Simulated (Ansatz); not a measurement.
# In2Se (model cell, started as antifluorite): the cell at rest

Wanted: the relaxed cell of In2Se (model cell, started as antifluorite).

Main program and level: Ansatz 0.2.0; DFT PBEsol, scalar-relativistic, plane waves, norm-conserving pseudopotentials.

The structure was built from a prototype and need not be the compound's stable phase.

### Step 1. Set-up

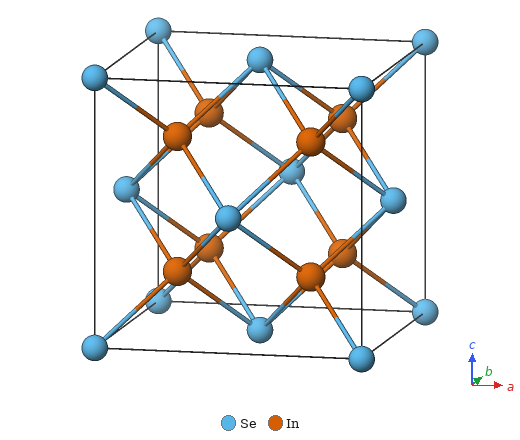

The cell as given, slightly off an axis (selenium blue, indium orange). This picture shows the conventional cell, with its axes. Some periodic images of atoms are drawn too.

Coordinates:

```cif
data_structure
_symmetry_space_group_name_H-M 'P 1'
_symmetry_Int_Tables_number 1
_cell_length_a 5.1420
_cell_length_b 5.1420
_cell_length_c 5.1420
_cell_angle_alpha 60.000
_cell_angle_beta 60.000
_cell_angle_gamma 60.000
_cell_volume 96.13
loop_
_atom_site_label
_atom_site_type_symbol
_atom_site_fract_x
_atom_site_fract_y
_atom_site_fract_z
_atom_site_occupancy
Se1 Se 0.00000 0.00000 0.00000 1
In2 In 0.25000 0.25000 0.25000 1
In3 In 0.75000 0.75000 0.75000 1
```

### Step 2. A coarse first look

First a cheap look: the gap decides the mesh and the occupations, the pressure tells how far the cell has to move.

Input file input.yaml:

```yaml
crystal:
  lattice:
    - [0.0, 3.63592, 3.63592]
    - [3.63592, 0.0, 3.63592]
    - [3.63592, 3.63592, 0.0]
  atoms:
    - { symbol: Se, position: [0.0, 0.0, 0.0] }
    - { symbol: In, position: [0.25, 0.25, 0.25] }
    - { symbol: In, position: [0.75, 0.75, 0.75] }
kpoints:
  mp_grid: { grid: [4, 4, 4] }
hamiltonian:
  xc: pbesol
  pseudopotentials: { kind: nc }
scf:
  occupations: { method: gaussian, width: 0.1 }
output:
  forces: true
  stress: true
  eigenvalues: true
```

Run with:

```bash
> ansatz run input.yaml --threads 4 --pin off --max-ram 7168MiB --backend cpu --events-out ev --progress --plain --runs-dir out
```

Numbers of over 12 decimals in the logs are rounded to 6 here.

The program printed:

```text
Engine: ansatz 0.2.0, aarch64-unknown-linux-gnu
Pseudopotentials: kind: nc
Pseudopotential: Se, nc, valence charge 16, recommended cutoff 1170.089609 eV (normal), Se.nc.azcp (PseudoDojo's, or run here from an input of PseudoDojo's: the run reads no file of this project's for it)
[...]
k-point 0: bands = [... 17 lower, 4.8176, 4.8176, 4.8176, 5.8303, 7.8538, 7.8538, 7.8538, 12.0215, ... 1 higher]
  k-point 1: bands = [... 17 lower, 3.8516, 4.5523, 4.5523, 6.3063, 8.3845, 8.3845, 9.6973, 11.1226, ... 1 higher]
  k-point 2: bands = [... 17 lower, 3.0548, 4.3514, 4.3514, 7.7712, 8.5743, 8.5743, 9.9857, 11.1722, ... 1 higher]
  k-point 7: bands = [... 17 lower, 1.6287, 3.3889, 6.5939, 6.5939, 7.7059, 8.4727, 11.1240, 11.1240, ... 1 higher]
[key lines of the parts left out:]
SCF converged after 7 iterations
Free energy (F): -6903.761198 eV
Fermi energy:    7.710461 eV
P = ⅓ Tr σ = -0.6466 GPa (-6.466 kbar)
```

Elapsed: 1.2 s, on 4 threads of Arm Neoverse V1, shared host; peak memory 0.57 GiB; 4.4 s of CPU time.

Numbers from this step:

| Quantity | Value |
| --- | --- |
| pressure | -0.6466 GPa |
| volume per atom | 32.04 Å³ |
| gap on the k-mesh | 0 eV |

The coarse mesh shows no gap and a pressure of -0.6 GPa.

### Step 3. Bringing the structure to rest

Harmonic phonons are second derivatives at a point where the forces vanish, and they are wanted at zero stress, so atoms and cell are relaxed first.

input.yaml, the sections that differ from step 2:

```yaml
kpoints:
  mp_grid: { grid: [10, 10, 10] }
output:
  forces: true
  stress: true
  eigenvalues: true
  write_density: true
  write_potential: true
  elf: true
  volumetric_format: npy
relax:
  adjacent_minimum: "off"
  f_tol: 0.005
  max_steps: 80
  cell: { stress_tol: 0.05 }
# crystal, hamiltonian, scf: as in step 2
```

The program printed:

```text
[...]
Crystal: 3 atoms, lattice volume = 96.133 Å³
Basis set: ecut = 1170.089609 eV, 8801 PW (Γ), exchange–correlation on 120×120×120 points (8 copies of the dense FFT grid, shifted against one another)
Bands: 26, of which v1, the nominal top of the filled ones, is band 21 counted from 1 (20 counted from 0)
Symmetry: 48 space group operations
[...]
k-points: 47 of 1000
[...]
SCF iter   1: F=—  HF=-6904.877464 eV  |F-HF|=—  |Δ(HF+E_count)|=         —  Δρ=4.23e-2  dr2=3.37e0  ethr=3.10e-3  ⟨swp⟩=5.9  Hψ=5105  notcnv=0
[...]
SCF iter   8: F=-6903.823985 eV  HF=-6903.823985 eV  |F-HF|=1.37e-9  |Δ(HF+E_count)|=   2.50e-8  Δρ=2.22e-6  dr2=3.49e-9  ethr=2.38e-10  ⟨swp⟩=20.8  Hψ=12843  notcnv=0
SCF 1 converged in 8 iterations: F = -6903.823985 eV  dr2 = 3.49e-9
relax step   1: F+E_penalty+E_count = -6903.82398547 eV  Δ(F+E_penalty+E_count) = +0.000e0 eV  max|allowed force component| = 2.776e-17 eV/Å  Δτ_max = 0.0000 Å  P = -1.114 GPa  Ω = 96.133 Å³  (8 SCF iters, dr2 threshold 1.00e-7 eV, accepted)
Crystal: 3 atoms, lattice volume = 93.135 Å³
Basis set: ecut = 1170.089609 eV, 8393 PW (Γ), exchange–correlation on 120×120×120 points (8 copies of the dense FFT grid, shifted against one another)
[...]
iter 1 solved again at ethr=1.81e-5 eV; its pass at ethr=3.10e-3 eV (dr2=7.62e-3 eV) is discarded
[...]
SCF iter   5: F=-6903.837815 eV  HF=-6903.837815 eV  |F-HF|=7.06e-9  |Δ(HF+E_count)|=   2.17e-7  Δρ=1.08e-5  dr2=3.20e-8  ethr=7.14e-10  ⟨swp⟩=17.3  Hψ=12507  notcnv=0
SCF 2 converged in 5 iterations: F = -6903.837815 eV  dr2 = 3.20e-8
  Residual-converged pass: ⟨swp⟩=1.0  Hψ=1411  notcnv=0  max |occ|·‖R‖ = 7.0e-9 eV (tolerance 1.0e-8 eV)  dr2=3.20e-8  max |Δocc| = 3.2e-11
relax step   2: F+E_penalty+E_count = -6903.83781534 eV  Δ(F+E_penalty+E_count) = -1.383e-2 eV  max|allowed force component| = 8.018e-17 eV/Å  Δτ_max = 0.0000 Å  P = -0.333 GPa  Ω = 93.135 Å³  energy of the carried Pulay correction = +6.791e-5 eV  (5 SCF iters, dr2 threshold 3.00e-7 eV, accepted)
Crystal: 3 atoms, lattice volume = 91.913 Å³
Basis set: ecut = 1170.089609 eV, 8363 PW (Γ), exchange–correlation on 120×120×120 points (8 copies of the dense FFT grid, shifted against one another)
[...]
SCF iter   5: F=-6903.839014 eV  HF=-6903.839014 eV  |F-HF|=4.68e-10  |Δ(HF+E_count)|=   1.79e-8  Δρ=2.25e-6  dr2=2.18e-9  ethr=2.00e-10  ⟨swp⟩=8.9  Hψ=10436  notcnv=0
SCF 3 converged in 5 iterations: F = -6903.839014 eV  dr2 = 2.18e-9
relax step   3: F+E_penalty+E_count = -6903.83901433 eV  Δ(F+E_penalty+E_count) = -1.199e-3 eV  max|allowed force component| = 2.344e-16 eV/Å  Δτ_max = 0.0000 Å  P = +0.031 GPa  Ω = 91.913 Å³  energy of the carried Pulay correction = +9.621e-5 eV  (5 SCF iters, dr2 threshold 2.77e-7 eV, accepted)
[...]
SCF iter   5: F=-6903.838953 eV  HF=-6903.838953 eV  |F-HF|=2.73e-12  |Δ(HF+E_count)|=  1.09e-10  Δρ=5.72e-8  dr2=1.81e-12  ethr=1.00e-12  ⟨swp⟩=8.3  Hψ=6083  notcnv=0
SCF 4 converged in 5 iterations: F = -6903.838953 eV  dr2 = 1.81e-12
relax step   4: F+E_penalty+E_count = -6903.83895306 eV  Δ(F+E_penalty+E_count) = +6.127e-5 eV  max|allowed force component| = 2.097e-16 eV/Å  Δτ_max = 0.0000 Å  P = +0.030 GPa  Ω = 91.913 Å³  stress off target by 2.96e-2 GPa  SCF on the basis re-selected at this cell (its energy is not comparable with the rows above)  (5 SCF iters)
basis re-selected at this cell: Δ(F+E_penalty+E_count) = +6.127e-5 eV, ΔP = -0.002 GPa vs the last step (what re-selecting the basis moved, of the pressure what is left beyond the Pulay correction that the steps carried, after the strain that the cell walked since its last selection, with what the two solves' SCF thresholds leave and, on support functions, any second-order correction that the steps lacked; it is no m [...]
SCF converged after 5 iterations
Free energy (F): -6903.838953 eV
[...]
Internal energy: -6903.837782 eV  (E = F + TS)
E sigma→0 (E₀):  -6903.838368 eV
Entropy (-TS):   -0.001171 eV (-0.390 meV/atom)
Fermi energy:    8.020549 eV
[...]
--- Stress (GPa, compression-positive) ---
        0.029560      -0.000000      -0.000000
       -0.000000       0.029560      -0.000000
       -0.000000      -0.000000       0.029560
  P = ⅓ Tr σ = 0.0296 GPa (0.296 kbar)
--- Band table (eV; the first three rows and the last of 47) ---
  k-point 0: bands = [... 17 lower, 5.1821, 5.1821, 5.1821, 6.5461, 8.3203, 8.3203, 8.3203, 12.6419, ... 1 higher]
  k-point 1: bands = [... 17 lower, 5.1210, 5.1210, 5.1537, 6.2568, 8.4465, 8.4465, 8.9894, 12.2308, ... 1 higher]
  k-point 2: bands = [... 17 lower, 4.6542, 4.9797, 4.9797, 6.5332, 8.7340, 8.7340, 9.9859, 11.7844, ... 1 higher]
  k-point 46: bands = [... 17 lower, 2.2779, 3.6931, 6.5318, 7.7032, 7.9252, 9.2974, 11.5515, 12.0411, ... 1 higher]
--- Relaxed structure (3 steps of the walk, 3 accepted, 1 SCFs on fresh bases) ---
  F+E_penalty+E_count = -6903.83895306 eV   max|allowed force component| = 2.097e-16 eV/Å   (the final SCF, on the basis selected at the relaxed cell)
  cell:  # Å, volume = 91.9126 Å³
    - [0, 3.581912, 3.581912]
    - [3.581912, 0, 3.581912]
    - [3.581912, 3.581912, 0]
  atoms:
    - { symbol: Se, position: [0, 0, 0] }
    - { symbol: In, position: [0.25, 0.25, 0.25] }
    - { symbol: In, position: [0.75, 0.75, 0.75] }
```

Run time: 27 s. Hardware: 4 threads; peak memory 0.86 GiB.

Relaxation path:

| step | energy less that of the first step (eV) | largest force component (eV/Å) | pressure (GPa) | volume (Å³) |
| --- | --- | --- | --- | --- |
| 1 | 0.0000 | 0.0000 | -1.11 | 96.13 |
| 2 | -0.0138 | 0.0000 | -0.33 | 93.13 |
| 3 | -0.0150 | 0.0000 | 0.03 | 91.91 |
| 4* | -0.0150 | 0.0000 | 0.03 | 91.91 |

Relaxation steps marked * repeat the geometry before them on a plane-wave basis chosen anew for their cell, so energy and pressure can jump there.

The run keeps the 48 symmetry operations that it works with, so distortions that break them were not tested.

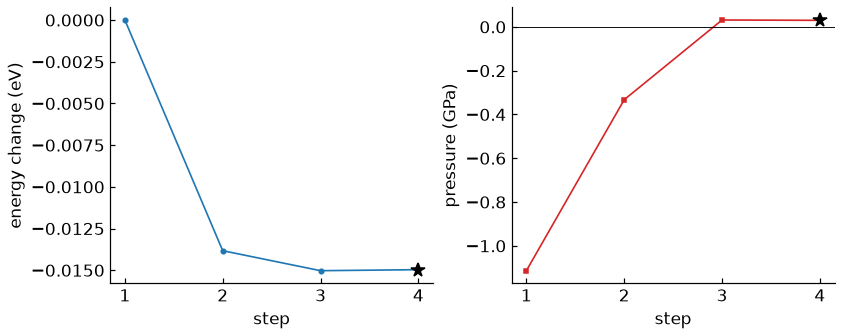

Energy and pressure along the relaxation. Stars mark steps on a basis chosen anew.

| conventional cell, symmetrised | before | after | change |
| --- | --- | --- | --- |
| a (Å) | 7.272 | 7.164 | -1.5 % |
| b (Å) | 7.272 | 7.164 | -1.5 % |
| c (Å) | 7.272 | 7.164 | -1.5 % |
| volume (Å³/atom) | 32.04 | 30.64 | -4.4 % |

Final coordinates:

```xyz
3
Lattice="0.0000 3.5819 3.5819 3.5819 0.0000 3.5819 3.5819 3.5819 0.0000" Properties=species:S:1:pos:R:3 pbc="T T T"
Se    0.0000    0.0000    0.0000
In    1.7910    1.7910    1.7910
In    5.3729    5.3729    5.3729
```

Numbers from this step:

```yaml
pressure: 0.02956 GPa
volume_per_atom: 30.64 Å³
```

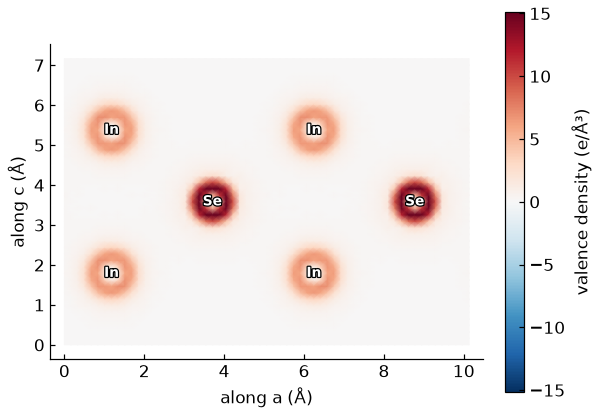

Valence density in the ac plane of a cell with a along [110], b along [-110] and c along [001] of the cube at fractional y = 0.000, with atoms of Se and In within 0.2 Å of it. It is the smooth field of the valence electrons, not physical close to the nuclei. The map starts off the cell's origin, so that atoms lie inside it.

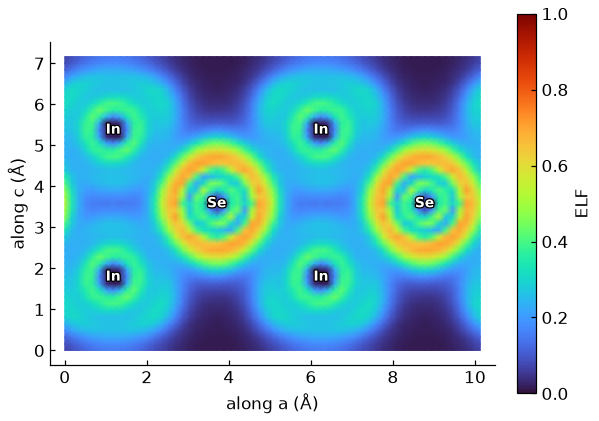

ELF in the ac plane of a cell with a along [110], b along [-110] and c along [001] of the cube at fractional y = 0.000, with atoms of Se and In within 0.2 Å of it. It is the smooth field of the valence electrons, not physical close to the nuclei. The map starts off the cell's origin, so that atoms lie inside it.

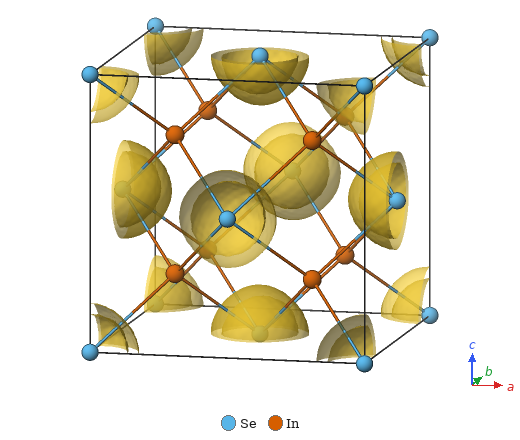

Surface of ELF = 0.63.

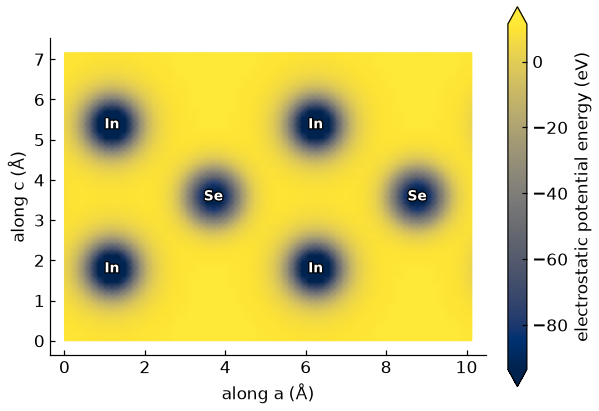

Electrostatic potential energy in the ac plane of a cell with a along [110], b along [-110] and c along [001] of the cube at fractional y = 0.000, with atoms of Se and In within 0.2 Å of it. With pseudopotentials it is smooth inside the atoms' cores, unlike the true potential. The map starts off the cell's origin, so that atoms lie inside it.

In this step the volume went from 32.04 to 30.64 Å³/atom.

### Step 4. Relaxing to small forces for the phonons

Phonons need a cell at rest on their own settings, so the relaxation is repeated with tight tolerances on forces and stress on the k mesh and occupations of the first response run.

Input file input.yaml:

```yaml
crystal:
  lattice:
    - [0.0, 3.5819124866, 3.5819124866]
    - [3.5819124866, 0.0, 3.5819124866]
    - [3.5819124866, 3.5819124866, 0.0]
  atoms:
    - { symbol: Se, position: [0.0, 0.0, 0.0] }
    - { symbol: In, position: [0.25, 0.25, 0.25] }
    - { symbol: In, position: [0.75, 0.75, 0.75] }
kpoints:
  mp_grid: { grid: [12, 12, 12] }
hamiltonian:
  xc: pbesol
  pseudopotentials: { kind: nc }
scf:
  occupations: { method: methfessel_paxton, width: 0.2 }
output:
  forces: true
  stress: true
  eigenvalues: true
relax:
  adjacent_minimum: "off"
  f_tol: 0.001
  max_steps: 60
  cell: { stress_tol: 0.01 }
```

The program printed:

```text
[...]
Crystal: 3 atoms, lattice volume = 91.913 Å³
Basis set: ecut = 1170.089609 eV, 8363 PW (Γ), exchange–correlation on 120×120×120 points (8 copies of the dense FFT grid, shifted against one another)
Bands: 26, of which v1, the nominal top of the filled ones, is band 21 counted from 1 (20 counted from 0)
Symmetry: 48 space group operations
[...]
k-points: 72 of 1728
[...]
k-point 71: bands = [... 17 lower, 1.9363, 3.6495, 7.0925, 7.0925, 8.1792, 8.8980, 11.7040, 11.7040, ... 1 higher]
--- Relaxed structure (3 steps of the walk, 3 accepted, 1 SCFs on fresh bases) ---
[...]
cell:  # Å, volume = 92.3051 Å³
    - [0, 3.587005, 3.587005]
    - [3.587005, 0, 3.587005]
    - [3.587005, 3.587005, 0]
  atoms:
    - { symbol: Se, position: [0, 0, 0] }
    - { symbol: In, position: [0.25, 0.25, 0.25] }
    - { symbol: In, position: [0.75, 0.75, 0.75] }
[key lines of the parts left out:]
SCF converged after 6 iterations
Free energy (F): -6903.832837 eV
Fermi energy:    8.027852 eV
P = ⅓ Tr σ = 0.0006 GPa (0.006 kbar)
```

Elapsed: 33 s, on 4 threads; peak memory 0.97 GiB; 2.2 min of CPU time.

Relaxation path:

| step | energy less that of the first step (eV) | largest force component (eV/Å) | pressure (GPa) | volume (Å³) |
| --- | --- | --- | --- | --- |
| 1 | 0.0000 | 0.0000 | 0.12 | 91.91 |
| 2 | -0.0001 | 0.0000 | 0.03 | 92.22 |
| 3 | -0.0001 | 0.0000 | 0.00 | 92.31 |
| 4* | -0.0001 | 0.0000 | 0.00 | 92.31 |

Relaxation steps marked * repeat the geometry before them on a plane-wave basis chosen anew for their cell, so energy and pressure can jump there.

The run keeps the 48 symmetry operations that it works with, so distortions that break them were not tested.

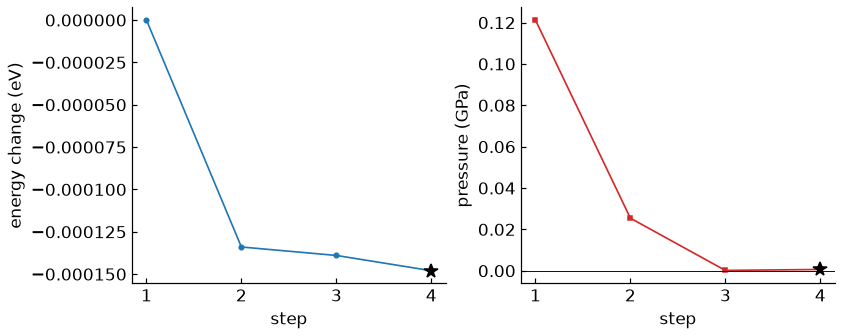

Energy and pressure along the relaxation. Stars mark steps on a basis chosen anew.

| conventional cell, symmetrised | before | after | change |
| --- | --- | --- | --- |
| a (Å) | 7.164 | 7.174 | +0.1 % |
| b (Å) | 7.164 | 7.174 | +0.1 % |
| c (Å) | 7.164 | 7.174 | +0.1 % |
| volume (Å³/atom) | 30.64 | 30.77 | +0.4 % |

The relaxed structure:

```xyz
3
Lattice="0.0000 3.5870 3.5870 3.5870 0.0000 3.5870 3.5870 3.5870 0.0000" Properties=species:S:1:pos:R:3 pbc="T T T"
Se    0.0000    0.0000    0.0000
In    1.7935    1.7935    1.7935
In    5.3805    5.3805    5.3805
```

Numbers from this step:

| Item | Value |
| --- | --- |
| pressure | 5.94e-4 GPa |
| volume per atom | 30.77 Å³ |

The forces vanish by symmetry and the pressure is 0.001 GPa, within the tolerances set. The cell now holds 30.77 Å³/atom.

### Step 5. Outcome

| Property | Result |
| --- | --- |
| space group after relaxation (within 0.01 Å) | Fm-3m |
| lattice constant a | 7.174 Å |
| lattice constant b | 7.174 Å |
| lattice constant c | 7.174 Å |
| volume per atom | 30.8 Å³ |

In words: The forces vanish by symmetry and the pressure is 0.001 GPa, within the tolerances set. The cell now holds 30.77 Å³/atom. The relaxation keeps the symmetry of its start, so it says nothing on stability against lower symmetry. The starting cell was built on a prototype and not taken from a measurement, so the phase need not exist.

[Logs are printed without paths, hosts, clocks, repeated set-up lines and the standing remarks that a program may print on its own settings, such as how far it seeks lower states.]

[Hosts, paths, dates, database ids (printed as entryN), source tags and the programs' standing remarks are cut or masked in the printed files.]
